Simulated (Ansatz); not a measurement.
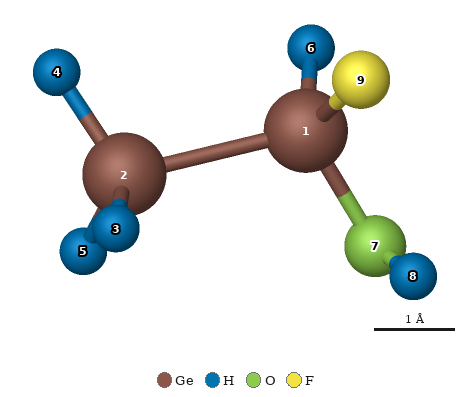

The structure as given in the input (ball-and-stick view, seen at a tilt; atoms are numbered from 1 in the order of the input). Sticks mark near contacts.

Run report: Ge₂H₅OF, geometry relaxation

- system: Ge₂H₅OF
- method: RKS PBE0-D4/def2-SVP (Ansatz 0.2.0)

It belongs to a series of runs on one base structure; here: start relaxed. Figures and captions count atoms from 1; the log counts them from 0 in places.

Input
```yaml
crystal:
  periodic: [false, false, false]
  atoms:
    - { symbol: Ge, position_ang: [0.0, 0.0, 0.0] }
    - { symbol: Ge, position_ang: [0.0, 0.0, 2.4] }
    - { symbol: H, position_ang: [-1.3958, -0.4318, 2.9174] }
    - { symbol: H, position_ang: [1.0719, -0.9929, 2.9174] }
    - { symbol: H, position_ang: [0.324, 1.4247, 2.9174] }
    - { symbol: H, position_ang: [1.4616, 0.0, -0.5162] }
    - { symbol: O, position_ang: [-0.8337, 1.4443, -0.5894] }
    - { symbol: H, position_ang: [-1.7915, 1.2136, -0.8118] }
    - { symbol: F, position_ang: [-0.7913, -1.3709, -0.5594] }
basis:
  gaussian: { orbitals: def2-SVP }
hamiltonian:
  xc: pbe0
  dispersion: d4
relax:
  f_tol: 0.02
  max_steps: 40
output:
  orbitals: {}
```

Run on 2 threads of Arm Neoverse V2, 24 GiB of memory available, shared host.

Command:
```bash
ansatz run input.yaml --threads 2 --pin off --max-ram 3072MiB --backend cpu --events-out ev --progress --plain --runs-dir out
```

Log
```
The last accepted step is kept in [file] (removed where the run ends without a failure and the disk answers)
Engine: ansatz 0.2.0, aarch64-unknown-linux-gnu
Functional definition: PBE0
  parameter a = 0.25
  parameter kappa = 0.804
  parameter beta = 0.06672455060314922
  exchange = (1 - a)*pbe_x(kappa = kappa, mu = beta*pi^2/3) + a*exact_x
  correlation = pbe_c(beta = beta)
1231 factors; integrals over basis functions are off by at most 3.2e-4 eV
mean field evaluation 1: about -117841.2264 eV, gradient 5.6e1 eV
mean field evaluation 2: about -117830.9354 eV, gradient 9.3e1 eV
mean field evaluation 4: about -117846.1331 eV, gradient 5.0e0 eV
mean field evaluation 8: about -117846.1841 eV, gradient 5.3e-2 eV
mean field -117846.18409325 eV, -4330.7673864145 hartree, gradient 3.7e-5 eV, S^2 0.000000; 0 other end points of the search recorded, 0 dependent functions left out
the calculation of the forces begins
reference -117846.18412143 eV, -4330.7673874498 hartree; 43, 43 occupied and 74, 74 virtual orbitals, 1231 factors
relax step   1: F+E_penalty+E_count = -117846.33191305 eV  Δ(F+E_penalty+E_count) = +0.000e0 eV  max|allowed force component| = 2.101e0 eV/Å  Δτ_max = 0.0000 Å  (25 SCF iters, accepted)
these checks for a lower state are left out or cut short: starts, cluster_reference, orbital_swaps, neighbouring_geometries, increment
1231 factors; integrals over basis functions are off by at most 3.3e-4 eV
mean field evaluation 16: about -117846.1481 eV, gradient 9.3e0 eV
mean field -117846.31933810 eV, -4330.7723565709 hartree, gradient 8.0e-6 eV, S^2 0.000000; 0 other end points of the search recorded, 0 dependent functions left out
[... from here on the field's lines of each further geometry are left out, up to the last ...]
relax step   2: F+E_penalty+E_count = -117846.46497349 eV  Δ(F+E_penalty+E_count) = -1.331e-1 eV  max|allowed force component| = 9.060e-1 eV/Å  Δτ_max = 0.1861 Å  (29 SCF iters, accepted)
relax step   3: F+E_penalty+E_count = -117846.51178417 eV  Δ(F+E_penalty+E_count) = -4.681e-2 eV  max|allowed force component| = 3.962e-1 eV/Å  Δτ_max = 0.0993 Å  (30 SCF iters, accepted)
relax step   4: F+E_penalty+E_count = -117846.52400800 eV  Δ(F+E_penalty+E_count) = -1.222e-2 eV  max|allowed force component| = 2.018e-1 eV/Å  Δτ_max = 0.0810 Å  (29 SCF iters, accepted)
relax step   5: F+E_penalty+E_count = -117846.53334615 eV  Δ(F+E_penalty+E_count) = -9.338e-3 eV  max|allowed force component| = 1.959e-1 eV/Å  Δτ_max = 0.0692 Å  (28 SCF iters, accepted)
relax step   6: F+E_penalty+E_count = -117846.53719004 eV  Δ(F+E_penalty+E_count) = -3.844e-3 eV  max|allowed force component| = 6.165e-1 eV/Å  Δτ_max = 0.1162 Å  (29 SCF iters, accepted)
relax step   7: F+E_penalty+E_count = -117846.43930332 eV  Δ(F+E_penalty+E_count) = +9.789e-2 eV  max|allowed force component| = 2.232e0 eV/Å  Δτ_max = 0.1951 Å  (29 SCF iters, rejected (line search))
relax step   8: F+E_penalty+E_count = -117846.54472679 eV  Δ(F+E_penalty+E_count) = -7.537e-3 eV  max|allowed force component| = 9.786e-2 eV/Å  Δτ_max = 0.0973 Å  (28 SCF iters, accepted)
relax step   9: F+E_penalty+E_count = -117846.54662571 eV  Δ(F+E_penalty+E_count) = -1.899e-3 eV  max|allowed force component| = 9.839e-2 eV/Å  Δτ_max = 0.1000 Å  (28 SCF iters, accepted)
relax step  10: F+E_penalty+E_count = -117846.54792063 eV  Δ(F+E_penalty+E_count) = -1.295e-3 eV  max|allowed force component| = 9.907e-3 eV/Å  Δτ_max = 0.0374 Å  (29 SCF iters, accepted)
relax step  11: F+E_penalty+E_count = -117846.54813707 eV  Δ(F+E_penalty+E_count) = -2.164e-4 eV  max|allowed force component| = 1.984e-2 eV/Å  Δτ_max = 0.0306 Å  (29 SCF iters, accepted)
the calculation of the forces begins
reference -117846.40143399 eV, -4330.7753735391 hartree; 43, 43 occupied and 74, 74 virtual orbitals, 1231 factors
relax step  12: F+E_penalty+E_count = -117846.54821503 eV  Δ(F+E_penalty+E_count) = -7.796e-5 eV  max|allowed force component| = 1.562e-2 eV/Å  Δτ_max = 0.0201 Å  (29 SCF iters, accepted)
1231 factors; integrals over basis functions are off by at most 3.1e-4 eV
mean field evaluation 96: about -117828.6131 eV, gradient 1.0e2 eV
```

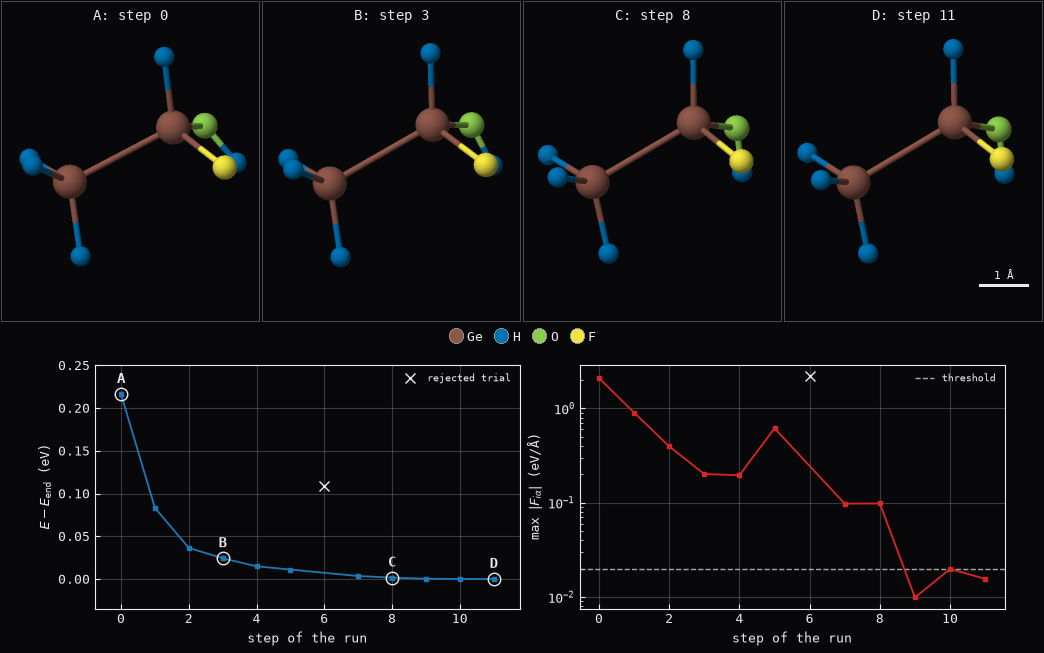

Frames of the relaxation (ball-and-stick view, seen at a tilt) above the curves, on which the letters mark them (the first geometry is step 0 here and step 1 in the log).

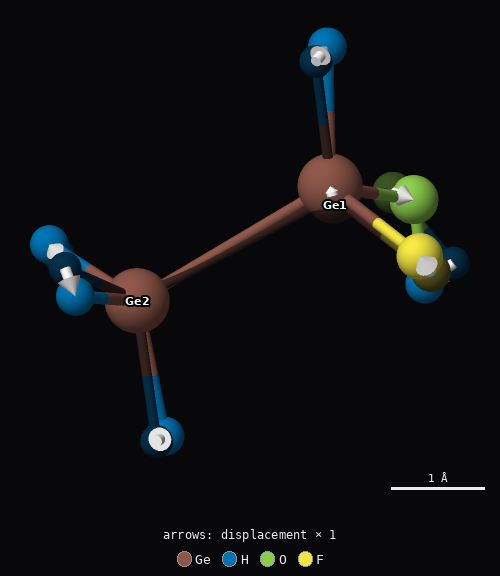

Start (faint) and end (solid) with the displacements as white arrows, at true length (ball-and-stick view, seen at a tilt). The two geometries are laid on each other by the best rigid fit. H8 moves most after the best rigid fit: 0.39 Å. Largest moves by element: H 0.39 Å, F 0.32 Å, O 0.27 Å, Ge 0.11 Å. Among the contacts that change: Ge1–F9 1.679 → 1.750 Å, O7–H8 1.010 → 0.964 Å, Ge1–Ge2 2.400 → 2.424 Å, Ge1–H6 1.550 → 1.534 Å. Among the angles that change: Ge2–Ge1–H6 109.5° → 119.1°, H6–Ge1–O7 109.5° → 104.8°, Ge2–Ge1–F9 109.5° → 105.3°. Over 11 geometry steps the energy falls by 0.216 eV. The largest force component goes from 2.1 to 0.016 eV/Å. The line search rejected the trial step at point 6 (counted from 0) and went back. (Atoms are counted from 1 in the order of the input.)

```
mean field -117846.40140639 eV, -4330.7753725250 hartree, gradient 1.1e-5 eV, S^2 0.000000; 1 other end points of the search recorded, 0 dependent functions left out
the calculation of the forces begins
reference -117846.40143399 eV, -4330.7753735391 hartree; 43, 43 occupied and 74, 74 virtual orbitals, 1231 factors
Total energy: -117846.54824262 eV, -4330.7807686571 hartree
Atom 0 at     0.099896     0.031093    -0.025499 Å, force     0.002731    -0.002215     0.001684 eV/Å
Atom 1 at    -0.023558     0.018994     2.395478 Å, force     0.003498     0.002684     0.010076 eV/Å
Atom 2 at    -1.496982    -0.132330     2.812750 Å, force     0.012976     0.001458    -0.004059 eV/Å
Atom 3 at     0.794490    -1.152485     2.962375 Å, force    -0.009057     0.010461    -0.004064 eV/Å
Atom 4 at     0.524379     1.346298     2.949152 Å, force    -0.006517    -0.015617    -0.006905 eV/Å
Atom 5 at     1.462737     0.226303    -0.702308 Å, force    -0.003434    -0.000220     0.001653 eV/Å
Atom 6 at    -0.948098     1.255457    -0.755399 Å, force    -0.002000    -0.003604     0.001498 eV/Å
Atom 7 at    -1.855662     1.223219    -0.433366 Å, force     0.000958     0.000338    -0.001285 eV/Å
Atom 8 at    -0.512003    -1.529551    -0.527783 Å, force     0.000845     0.006714     0.001402 eV/Å
Dipole moment:     0.001030     0.198492     0.403941 e Å
```

Trajectory as extended XYZ (Å, eV, eV/Å), 12 frames, from step=1 to step=12
```
9
Properties=species:S:1:pos:R:3:forces:R:3 step=1 energy=-117846.33191
Ge    0.0000    0.0000    0.0000    1.7339   1.7932   1.1116
Ge    0.0000    0.0000    2.4000   -0.1742  -0.0816   0.4243
H    -1.3958   -0.4318    2.9174    0.1861   0.0682   0.0182
H     1.0719   -0.9929    2.9174   -0.1379   0.1214  -0.0261
H     0.3240    1.4247    2.9174   -0.0312  -0.2026  -0.0724
H     1.4616    0.0000   -0.5162   -0.2374   0.0175  -0.2586
O    -0.8337    1.4443   -0.5894   -2.1013  -0.5859  -0.7408
H    -1.7915    1.2136   -0.8118    1.8796   0.5868   0.4318
F    -0.7913   -1.3709   -0.5594   -1.1176  -1.7170  -0.8881
9
Properties=species:S:1:pos:R:3:forces:R:3 step=2 energy=-117846.46497
Ge    0.0496    0.0563    0.0145    0.6955   0.8738   0.1095
Ge   -0.0344   -0.0294    2.4486    0.1229   0.1330   0.0676
H    -1.4019   -0.4420    3.0267    0.0213   0.0255  -0.1838
H     1.0305   -1.0146    2.9674   -0.0169   0.0025  -0.0583
H     0.3180    1.3801    2.9552   -0.0014   0.0042   0.0568
H     1.4353    0.0539   -0.6924   -0.1881   0.0219   0.2690
O    -0.8147    1.4292   -0.7204   -0.8856  -0.4619   0.0321
H    -1.7679    1.2104   -0.8208    0.8360   0.3070   0.1075
F    -0.7695   -1.3567   -0.5034   -0.5835  -0.9060  -0.4006
9
Properties=species:S:1:pos:R:3:forces:R:3 step=3 energy=-117846.51178
Ge    0.0490    0.0165    0.0108    0.1785   0.3387  -0.1192
Ge   -0.0234    0.0003    2.4427    0.0268  -0.0658   0.0070
H    -1.4083   -0.4142    2.9693    0.0143   0.0115  -0.0693
H     1.0351   -0.9914    2.9557   -0.0134  -0.0153   0.0193
H     0.3184    1.4052    2.9686   -0.0029  -0.0047  -0.0481
H     1.4435    0.0367   -0.6574   -0.1063  -0.0042   0.1213
O    -0.8206    1.4112   -0.6732   -0.3962  -0.3319   0.0186
H    -1.7712    1.2178   -0.7464    0.3813   0.1741   0.0391
F    -0.7775   -1.3951   -0.5947   -0.0821  -0.1022   0.0313
9
Properties=species:S:1:pos:R:3:forces:R:3 step=4 energy=-117846.52401
Ge    0.0602    0.0208    0.0034   -0.0533   0.1488  -0.0724
Ge   -0.0213   -0.0011    2.4348    0.0163  -0.0221  -0.0336
H    -1.4224   -0.3756    2.9444   -0.0031   0.0035  -0.0480
H     1.0049   -1.0180    2.9604   -0.0033  -0.0217   0.0141
H     0.3499    1.3973    2.9563    0.0016   0.0052  -0.0183
H     1.4592    0.0534   -0.6463   -0.1027   0.0766   0.0524
O    -0.8528    1.3703   -0.6996    0.2018  -0.0138  -0.0254
H    -1.8095    1.2642   -0.6922   -0.0147  -0.0765   0.0827
F    -0.7230   -1.4242   -0.5858   -0.0427  -0.1000   0.0486
9
Properties=species:S:1:pos:R:3:forces:R:3 step=5 energy=-117846.53335
Ge    0.0670    0.0302   -0.0030   -0.1231  -0.0913   0.0450
Ge   -0.0185   -0.0036    2.4217    0.0032   0.0199  -0.0283
H    -1.4323   -0.3728    2.8988    0.0045   0.0113  -0.0140
H     0.9922   -1.0336    2.9537   -0.0138  -0.0009   0.0030
H     0.3545    1.3937    2.9442    0.0005  -0.0016   0.0296
H     1.4628    0.0810   -0.6446   -0.0498   0.0295  -0.0390
O    -0.8524    1.3537   -0.7330   -0.0844   0.0234  -0.0616
H    -1.8124    1.2882   -0.6404    0.1959  -0.0497   0.0640
F    -0.7156   -1.4500   -0.5220    0.0669   0.0594   0.0013
9
Properties=species:S:1:pos:R:3:forces:R:3 step=6 energy=-117846.53719
Ge    0.0605    0.0144   -0.0136    0.1085   0.1244  -0.0751
Ge   -0.0212    0.0076    2.4130   -0.0370  -0.0023  -0.0049
H    -1.4471   -0.3382    2.8691   -0.0140  -0.0025   0.0131
H     0.9627   -1.0437    2.9523   -0.0135  -0.0084  -0.0137
H     0.3663    1.3894    2.9664    0.0031   0.0028  -0.0324
H     1.4507    0.1183   -0.6642   -0.0598  -0.0486   0.0093
O    -0.8708    1.3026   -0.7931    0.6108  -0.0471  -0.0970
H    -1.7864    1.3277   -0.5342   -0.6165   0.0178   0.1805
F    -0.6695   -1.4911   -0.5203    0.0183  -0.0361   0.0202
9
Properties=species:S:1:pos:R:3:forces:R:3 step=7 energy=-117846.43930 accepted=F
Ge    0.0638   -0.0025   -0.0330    0.3330   0.1483  -0.2439
Ge   -0.0291    0.0228    2.3930   -0.0721  -0.0213   0.0569
H    -1.4772   -0.2770    2.8168    0.0021  -0.0056   0.0236
H     0.9050   -1.0691    2.9446   -0.0327   0.0177  -0.0404
H     0.3882    1.3836    2.9815    0.0023  -0.0172  -0.0928
H     1.4420    0.1703   -0.6981   -0.0278  -0.1644   0.0624
O    -0.9046    1.2206   -0.8748   -2.2319   0.4316   1.5900
H    -1.7651    1.3988   -0.3538    2.0082  -0.3878  -1.4102
F    -0.5778   -1.5605   -0.5007    0.0189  -0.0014   0.0544
9
Properties=species:S:1:pos:R:3:forces:R:3 step=8 energy=-117846.54473
Ge    0.0961    0.0121   -0.0265   -0.0979   0.0461   0.0284
Ge   -0.0332    0.0136    2.3982    0.0690  -0.0120  -0.0285
H    -1.4757   -0.2942    2.8329    0.0037   0.0028  -0.0253
H     0.9164   -1.0584    2.9581   -0.0198   0.0025   0.0196
H     0.3761    1.3935    2.9409    0.0016  -0.0052  -0.0045
H     1.4620    0.1243   -0.7173   -0.0097  -0.0099   0.0245
O    -0.8837    1.2912   -0.7592   -0.0195   0.0027   0.0042
H    -1.7927    1.3132   -0.4382    0.0455  -0.0115  -0.0101
F    -0.6201   -1.5083   -0.5135    0.0271  -0.0154  -0.0083
9
Properties=species:S:1:pos:R:3:forces:R:3 step=9 energy=-117846.54663
Ge    0.0963    0.0213   -0.0210    0.0310  -0.0118  -0.0984
Ge   -0.0169    0.0162    2.3913   -0.0370  -0.0109   0.0720
H    -1.4873   -0.2074    2.7846    0.0086  -0.0004   0.0294
H     0.8533   -1.1076    2.9755   -0.0111   0.0016  -0.0091
H     0.4530    1.3720    2.9432    0.0056   0.0040  -0.0044
H     1.4575    0.1721   -0.7102    0.0125   0.0127  -0.0059
O    -0.9198    1.2764   -0.7445   -0.0253  -0.0116   0.0093
H    -1.8288    1.2659   -0.4237    0.0205   0.0010  -0.0058
F    -0.5622   -1.5220   -0.5198   -0.0049   0.0155   0.0129
9
Properties=species:S:1:pos:R:3:forces:R:3 step=10 energy=-117846.54792
Ge    0.0975    0.0252   -0.0250    0.0001   0.0066   0.0079
Ge   -0.0234    0.0161    2.3954    0.0098   0.0095  -0.0006
H    -1.4897   -0.1825    2.8125   -0.0099  -0.0010   0.0026
H     0.8326   -1.1253    2.9657   -0.0015   0.0015   0.0016
H     0.4783    1.3632    2.9433    0.0029  -0.0095  -0.0009
H     1.4620    0.1940   -0.7046    0.0028   0.0014  -0.0019
O    -0.9287    1.2682   -0.7539   -0.0071   0.0017  -0.0030
H    -1.8375    1.2512   -0.4340    0.0041  -0.0011  -0.0008
F    -0.5457   -1.5233   -0.5240   -0.0011  -0.0090  -0.0050
9
Properties=species:S:1:pos:R:3:forces:R:3 step=11 energy=-117846.54814
Ge    0.0990    0.0287   -0.0259    0.0015  -0.0012   0.0083
Ge   -0.0238    0.0177    2.3949    0.0070   0.0067   0.0125
H    -1.4944   -0.1522    2.8138    0.0069   0.0022  -0.0052
H     0.8088   -1.1424    2.9641   -0.0071   0.0123  -0.0049
H     0.5062    1.3538    2.9454   -0.0042  -0.0198  -0.0055
H     1.4629    0.2138   -0.7031   -0.0021   0.0007  -0.0004
O    -0.9407    1.2604   -0.7552   -0.0110  -0.0027   0.0022
H    -1.8484    1.2349   -0.4322    0.0092   0.0002  -0.0044
F    -0.5245   -1.5277   -0.5265   -0.0001   0.0017  -0.0027
9
Properties=species:S:1:pos:R:3:forces:R:3 step=12 energy=-117846.54822
Ge    0.0999    0.0311   -0.0255    0.0027  -0.0022   0.0017
Ge   -0.0236    0.0190    2.3955    0.0035   0.0027   0.0101
H    -1.4970   -0.1323    2.8127    0.0130   0.0015  -0.0041
H     0.7945   -1.1525    2.9624   -0.0091   0.0105  -0.0041
H     0.5244    1.3463    2.9492   -0.0065  -0.0156  -0.0069
H     1.4627    0.2263   -0.7023   -0.0034  -0.0002   0.0017
O    -0.9481    1.2555   -0.7554   -0.0020  -0.0036   0.0015
H    -1.8557    1.2232   -0.4334    0.0010   0.0003  -0.0013
F    -0.5120   -1.5296   -0.5278    0.0008   0.0067   0.0014
```

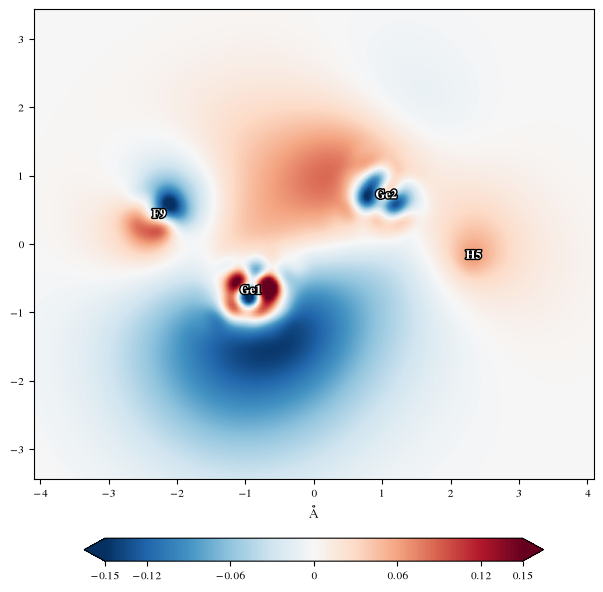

The LUMO on the plane of atoms Ge2, Ge1 and F9 (values in Å⁻³ᐟ²; the overall sign is arbitrary). Its weight (Hirshfeld) is mainly on Ge1 (30 %), Ge2 (30 %), O7 (10 %), H4 (10 %) and H8 (10 %). Its energy is −0.01 eV.

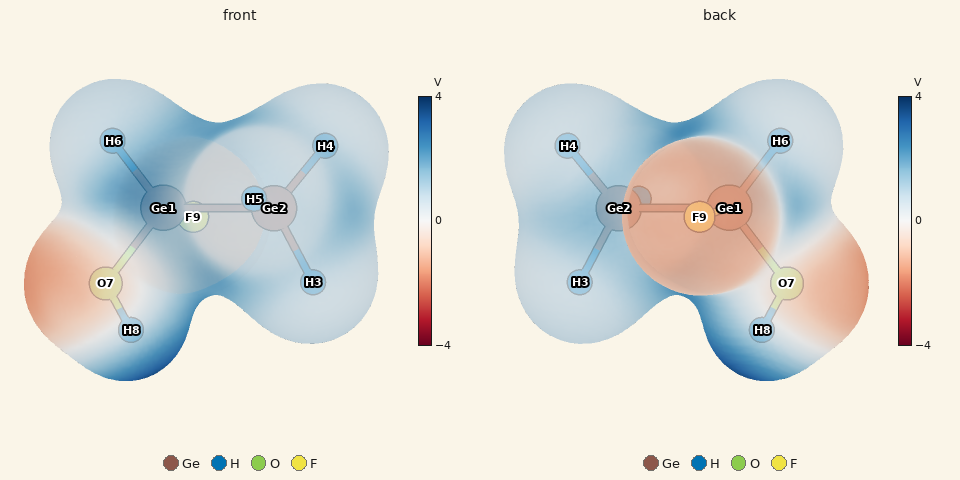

The electrostatic potential painted on the density surface at 0.004 e/bohr³, seen at a tilt and from behind; the colour scale runs from red (negative) to blue (positive).

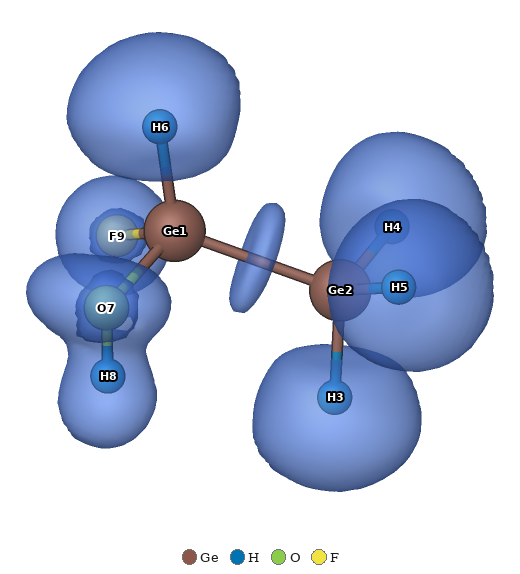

Isosurface of the ELF at 0.75 (blue), seen at a tilt. Core shells and regions of very low density are left out. Values along the shortest contacts: Ge–F (1.75 Å): the ELF peaks at about 0.80 in the valence shell of F, 0.5 Å from its nucleus, and is about 0.20 at the midpoint. Ge–O (1.77 Å): the ELF peaks at about 0.85 in the valence shell of O, 0.6 Å from its nucleus, and is about 0.35 at the midpoint.

Key numbers

- outcome: converged
- total energy: −117846.5482 eV
- mean-field energy: −117846.4014 eV
- largest force (length of the vector) at the end: 0.018 eV/Å
- wall time: 40 s (CPU time 77 s)
- peak memory: 0.31 GiB
